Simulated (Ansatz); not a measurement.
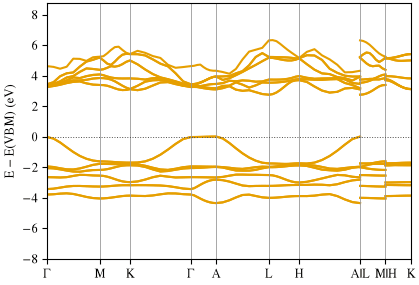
Figure: Band structure from r²SCAN with spin–orbit coupling in the plane-wave PAW code Ansatz

Task: Read off the gap and where the band edges lie.

Result: About 2.7 eV (2.74 eV by a search for the band edges); maximum at A, minimum at L.

The material is Ba$_{2}$H$_{3}$I in space group P-3m1 (No. 164; Ba on 2d, H on 2d, H on 1b, I on 1a).

The first step of the workflow began from a Materials Project structure, measured or hypothetical; the Crystallography Open Database copy checked does not list it. Whether it is the stable phase at ambient conditions was not checked. Symmetry was held in the r²SCAN relaxation; its stability against distortions is not shown here.

Potentials: the later of the program's two PAW sets.
